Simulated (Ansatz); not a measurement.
Nudged elastic band, with input and output: TaH₄ClO₃F₂ (part 2 of 2)

Continued. System: TaH₄ClO₃F₂. Method: RKS PBE0-D4/def2-SVP (Ansatz 0.2.0). It belongs to a series of runs on one base structure; here: band between the two ends.

Geometry of the input (Å):
```
Ta -0.0379  -0.1291  -0.2494
F  1.7171  -0.8507  -0.2028
F  0.4104  0.6685  1.4308
O  -0.2506  -0.5759  -2.0575
H  -0.2262  -0.4605  -3.0074
Cl -1.6041  1.6653  -0.4787
O  -1.0787  -1.4870  0.5068
H  -1.3335  -1.7227  1.4039
O  1.3100  1.6140  -0.9477
H  0.8661  2.4559  -0.7665
H  2.1562  1.6181  -0.4787
```

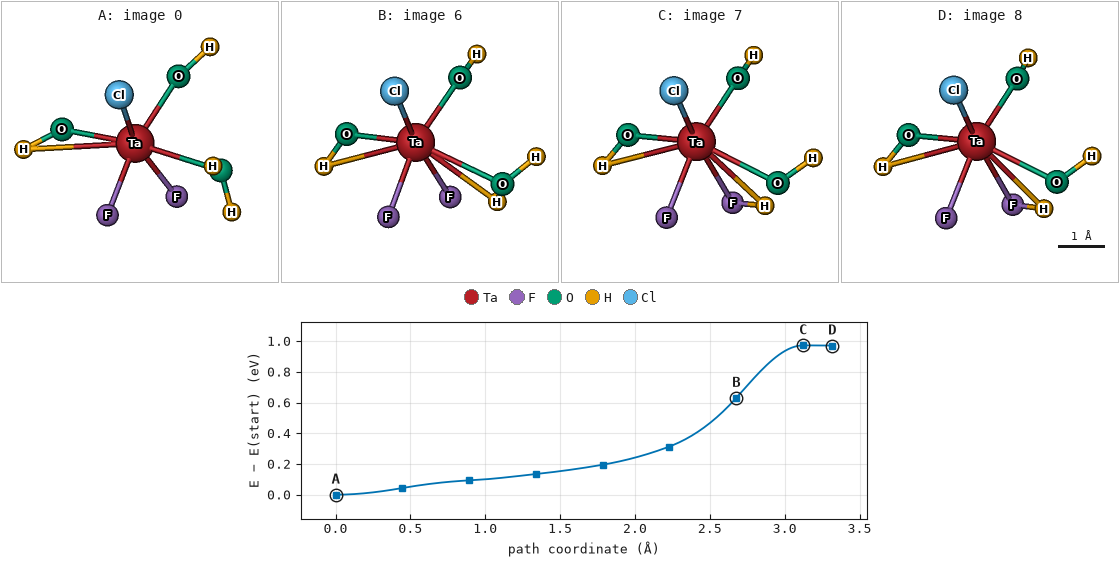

Images of the last band (counted from 0; ball-and-stick, seen at a tilt) above the energy along the path; the line is a cubic interpolation that uses the forces. The highest image is number 7, 0.972 eV above the start and 0.001 eV above the end (the climbing image); the end lies 0.971 eV above the start. The path is 3.32 Å long. The band converged in 24 iterations.

```
Total energy: -25693.67738895 eV, -944.2252282438 hartree
Atom 0 at    -0.331845     0.402853    -0.223935 Å, force    -0.002330    -0.003300     0.000714 eV/Å
Atom 1 at     1.772469    -0.493555    -0.106745 Å, force    -0.003489    -0.011968     0.002399 eV/Å
Atom 2 at     0.109709     0.797211     1.576349 Å, force     0.000333     0.001050    -0.000367 eV/Å
Atom 3 at    -0.307217    -0.073930    -2.046849 Å, force     0.003674    -0.002313     0.000738 eV/Å
Atom 4 at    -0.106161    -0.608547    -2.815364 Å, force    -0.002319     0.002368    -0.001913 eV/Å
Atom 5 at    -2.222117     1.713159    -0.295848 Å, force    -0.001497     0.000635    -0.000130 eV/Å
Atom 6 at    -0.881505    -1.307797     0.344029 Å, force    -0.000397     0.002330    -0.000552 eV/Å
Atom 7 at    -0.622838    -1.823763     1.114483 Å, force     0.001317    -0.002004     0.001012 eV/Å
Atom 8 at     1.240203     1.666077    -0.585737 Å, force     0.000442     0.006260     0.001349 eV/Å
Atom 9 at     1.341118     2.017507    -1.478357 Å, force     0.000155    -0.002392    -0.001496 eV/Å
Atom 10 at     1.936885     0.506785    -0.329326 Å, force     0.004111     0.009334    -0.001756 eV/Å
Dipole moment:     0.267266    -0.305190    -0.655936 e Å
this run last wrote the band of iteration 24 to [file]
```

**The last band as extended XYZ (Å, eV, eV/Å)**
```
11
Properties=species:S:1:pos:R:3:forces:R:3 image=0 energy=-25694.64914
Ta   -0.0379   -0.1291   -0.2494    0.0188  -0.0007   0.0150
F     1.7171   -0.8507   -0.2028   -0.0105   0.0010  -0.0083
F     0.4104    0.6685    1.4308   -0.0068   0.0035  -0.0043
O    -0.2506   -0.5759   -2.0575    0.0006   0.0040  -0.0122
H    -0.2262   -0.4605   -3.0074    0.0021  -0.0046   0.0075
Cl   -1.6041    1.6653   -0.4787    0.0005  -0.0015   0.0039
O    -1.0787   -1.4870    0.5068   -0.0061  -0.0007   0.0007
H    -1.3335   -1.7227    1.4039    0.0019   0.0005  -0.0015
O     1.3100    1.6140   -0.9477    0.0154   0.0046   0.0071
H     0.8661    2.4559   -0.7665    0.0010  -0.0069  -0.0004
H     2.1562    1.6181   -0.4787   -0.0169   0.0008  -0.0075
11
Properties=species:S:1:pos:R:3:forces:R:3 image=1 energy=-25694.60585
Ta   -0.0545   -0.0958   -0.2026    0.0040  -0.0206  -0.0175
F     1.7258   -0.7566   -0.1203   -0.0018  -0.0227  -0.0127
F     0.2465    0.5834    1.5568    0.0309   0.0323  -0.0377
O    -0.2320   -0.5385   -2.0161   -0.0200  -0.0352  -0.0090
H    -0.3222   -0.5203   -2.9673   -0.0010  -0.0009  -0.0118
Cl   -1.6211    1.6858   -0.4478    0.0116  -0.0021  -0.0199
O    -1.0789   -1.5256    0.4511   -0.0010   0.0059   0.0181
H    -1.2879   -1.7740    1.3573   -0.0082   0.0121   0.0168
O     1.3038    1.6231   -0.8724   -0.0026  -0.0395  -0.1037
H     1.0037    2.5381   -0.9181   -0.0158   0.0316   0.1140
H     2.2455    1.5765   -0.6680    0.0039   0.0390   0.0634
11
Properties=species:S:1:pos:R:3:forces:R:3 image=2 energy=-25694.55624
Ta   -0.0616   -0.0575   -0.1581    0.0072  -0.0117  -0.0004
F     1.7257   -0.7075   -0.0779    0.0082  -0.0070   0.0025
F     0.1737    0.5376    1.6334   -0.0041  -0.0074   0.0002
O    -0.1839   -0.4681   -1.9899    0.0087  -0.0186   0.0017
H    -0.3173   -0.5518   -2.9321   -0.0165  -0.0044  -0.0012
Cl   -1.6455    1.6971   -0.4235    0.0189  -0.0007  -0.0147
O    -1.0798   -1.5225    0.4318   -0.0005  -0.0035  -0.0018
H    -1.2762   -1.7803    1.3389   -0.0155   0.0163   0.0034
O     1.3128    1.7072   -0.6556    0.0028  -0.0088   0.0055
H     1.0431    2.4588   -1.1954   -0.0138   0.0272   0.0331
H     2.2376    1.4830   -0.8189    0.0047   0.0186  -0.0283
11
Properties=species:S:1:pos:R:3:forces:R:3 image=3 energy=-25694.51493
Ta   -0.1241    0.0000   -0.1449    0.0054  -0.0239  -0.0003
F     1.6652   -0.6742   -0.0703    0.0204  -0.0102   0.0001
F     0.1861    0.6078    1.6283    0.0003  -0.0231   0.0025
O    -0.2183   -0.3828   -1.9853    0.0318  -0.0396   0.0046
H    -0.2114   -0.5344   -2.9282   -0.0239   0.0076  -0.0046
Cl   -1.7431    1.7109   -0.3685    0.0289  -0.0013  -0.0118
O    -1.0957   -1.4909    0.4477    0.0046  -0.0002   0.0010
H    -1.2000   -1.8438    1.3373   -0.0490   0.0225   0.0131
O     1.3005    1.7433   -0.6531   -0.0048   0.0018   0.0047
H     1.1739    2.2848   -1.4407   -0.0267   0.0428   0.0255
H     2.1956    1.3753   -0.6696    0.0131   0.0235  -0.0349
11
Properties=species:S:1:pos:R:3:forces:R:3 image=4 energy=-25694.45423
Ta   -0.1893    0.0714   -0.1393    0.0345  -0.0375   0.0022
F     1.5949   -0.6475   -0.0493    0.0246  -0.0124   0.0057
F     0.1821    0.7396    1.5985    0.0143  -0.0319   0.0057
O    -0.2514   -0.3008   -1.9850    0.0158  -0.0498   0.0136
H    -0.1642   -0.5345   -2.9068   -0.0166   0.0243  -0.0210
Cl   -1.8754    1.7068   -0.3438    0.0557   0.0017  -0.0127
O    -1.0850   -1.4483    0.4823   -0.0222  -0.0251   0.0023
H    -1.0023   -1.9365    1.3072   -0.0916   0.0015   0.0374
O     1.2948    1.7581   -0.6769   -0.0095   0.0064  -0.0099
H     1.2918    2.1047   -1.5772   -0.0394   0.0383  -0.0030
H     2.1327    1.2828   -0.5570    0.0344   0.0845  -0.0203
11
Properties=species:S:1:pos:R:3:forces:R:3 image=5 energy=-25694.33563
Ta   -0.2551    0.1676   -0.1545    0.0294  -0.1117   0.0320
F     1.5252   -0.6292   -0.0545   -0.0570  -0.0630   0.0241
F     0.1425    0.8187    1.5833    0.0259  -0.0246   0.0052
O    -0.2867   -0.1779   -2.0105    0.0140  -0.0592   0.0202
H    -0.1202   -0.5886   -2.8575    0.0000   0.0356  -0.0406
Cl   -2.0050    1.7258   -0.3253    0.1135   0.0008  -0.0068
O    -1.0689   -1.3984    0.4589   -0.0923  -0.0486   0.0472
H    -0.8022   -1.9182    1.2246   -0.1227  -0.0757   0.0429
O     1.3418    1.7233   -0.6467   -0.0173   0.0650  -0.0314
H     1.4053    2.0048   -1.5673   -0.0133   0.0407  -0.0462
H     2.0521    1.0681   -0.4978    0.1199   0.2408  -0.0465
11
Properties=species:S:1:pos:R:3:forces:R:3 image=6 energy=-25694.01936
Ta   -0.2922    0.2814   -0.1912    0.1136  -0.3501   0.1066
F     1.5873   -0.5580   -0.0765   -0.4989  -0.1623   0.0325
F     0.0942    0.8288    1.5815   -0.0120   0.0340   0.0306
O    -0.2875   -0.0913   -2.0431    0.0280  -0.0112   0.0091
H    -0.0918   -0.6142   -2.8211    0.0088   0.0403  -0.0326
Cl   -2.1379    1.7118   -0.3252    0.2137  -0.0513   0.0050
O    -0.9671   -1.3550    0.3840   -0.2030  -0.1781   0.0891
H    -0.6694   -1.8539    1.1513   -0.0582  -0.1389   0.0678
O     1.3511    1.6620   -0.5853    0.2825   0.0125   0.0195
H     1.4230    1.9753   -1.4952    0.1779  -0.0712  -0.0255
H     1.9191    0.8092   -0.4265   -0.0522   0.8764  -0.3020
11
Properties=species:S:1:pos:R:3:forces:R:3 image=7 energy=-25693.67734
Ta   -0.3318    0.4029   -0.2239   -0.0023  -0.0033   0.0007
F     1.7725   -0.4936   -0.1067   -0.0035  -0.0120   0.0024
F     0.1097    0.7972    1.5763    0.0003   0.0010  -0.0004
O    -0.3072   -0.0739   -2.0468    0.0037  -0.0023   0.0007
H    -0.1062   -0.6085   -2.8154   -0.0023   0.0024  -0.0019
Cl   -2.2221    1.7132   -0.2958   -0.0015   0.0006  -0.0001
O    -0.8815   -1.3078    0.3440   -0.0004   0.0023  -0.0006
H    -0.6228   -1.8238    1.1145    0.0013  -0.0020   0.0010
O     1.2402    1.6661   -0.5857    0.0004   0.0063   0.0013
H     1.3411    2.0175   -1.4784    0.0002  -0.0024  -0.0015
H     1.9369    0.5068   -0.3293    0.0041   0.0093  -0.0018
11
Properties=species:S:1:pos:R:3:forces:R:3 image=8 energy=-25693.67841
Ta   -0.3468    0.4393   -0.2361   -0.0154  -0.0191   0.0244
F     1.8241   -0.4980   -0.1218   -0.0069   0.0000  -0.0159
F     0.1257    0.7474    1.5757   -0.0142   0.0079  -0.0289
O    -0.3067   -0.0532   -2.0578    0.0084  -0.0094   0.0047
H    -0.1048   -0.6842   -2.7506   -0.0079   0.0111   0.0045
Cl   -2.2532    1.7211   -0.2823    0.0030  -0.0090   0.0030
O    -0.8645   -1.3013    0.2988    0.0090   0.0234  -0.0067
H    -0.6014   -1.7945    1.0827    0.0010  -0.0019   0.0049
O     1.1854    1.7033   -0.5792    0.0075  -0.0111  -0.0233
H     1.2738    2.0554   -1.4739    0.0061   0.0018   0.0255
H     1.9970    0.4609   -0.3028    0.0094   0.0062   0.0078
```

**Results in brief**

| quantity | value |
| --- | --- |
| outcome | converged |
| barrier, forward | 0.972 eV |
| barrier, backward | 0.001 eV |
| hardware | 4 threads of Arm Neoverse V2, 24 GiB of memory available, shared host |
| wall time | 7.9 min (CPU time 30 min) |
| peak memory | 0.43 GiB |

**Notes**

The order of the saddle point was not checked.
